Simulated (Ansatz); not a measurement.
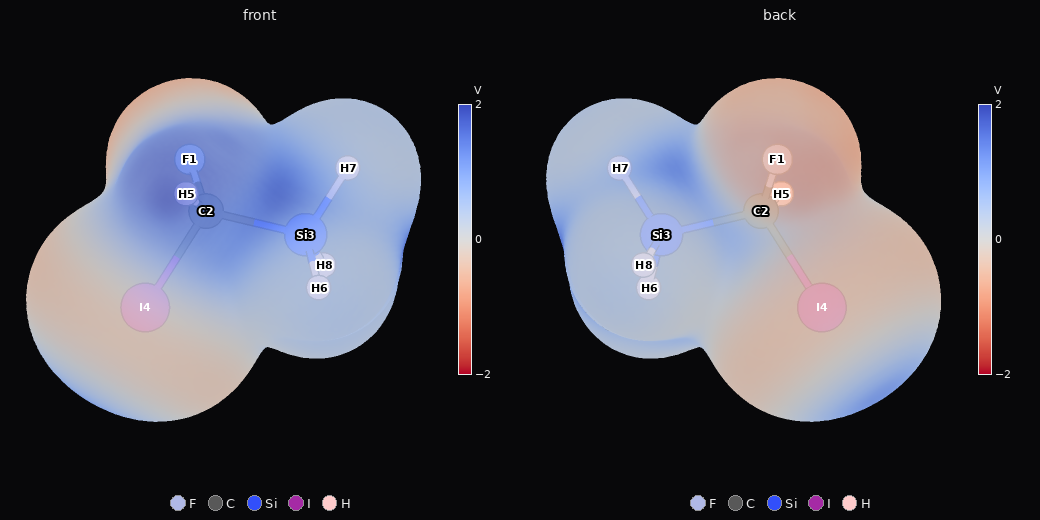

Figure 1: CH4FISi. The electrostatic potential painted on the density surface at 0.002 e/bohr³, seen from the front and from behind; the colour scale runs from red (negative) to blue (positive).

Geometry: PBE0-D4/def2-TZVP; core potentials replace the inner electrons of I.

Theory: RKS PBE0-D4/def2-TZVPP in Ansatz 0.2.0.

```
atom    x (Å)    y (Å)    z (Å)
   F   0.1752  -0.4691  -1.8847
   C  -0.1935   0.3364  -0.8431
  Si   0.4638  -0.3160   0.8160
   I  -2.3482   0.4368  -0.7329
   H   0.1035   1.3603  -1.0760
   H   0.0821   0.6610   1.8633
   H   1.9442  -0.4215   0.7278
   H  -0.1350  -1.6451   1.0741
```

Q: Where is the surface potential most negative and most positive?

A: The most negative region (about −0.7 V, or −16 kcal/mol for a unit charge) lies over F1, the most positive (about +1.6 V, or +37 kcal/mol for a unit charge) over Si3 and H5. I4 shows a σ-hole: about +1.1 V, or +25 kcal/mol for a unit charge at the tip opposite its bond, against about −0.3 V on its flanks.
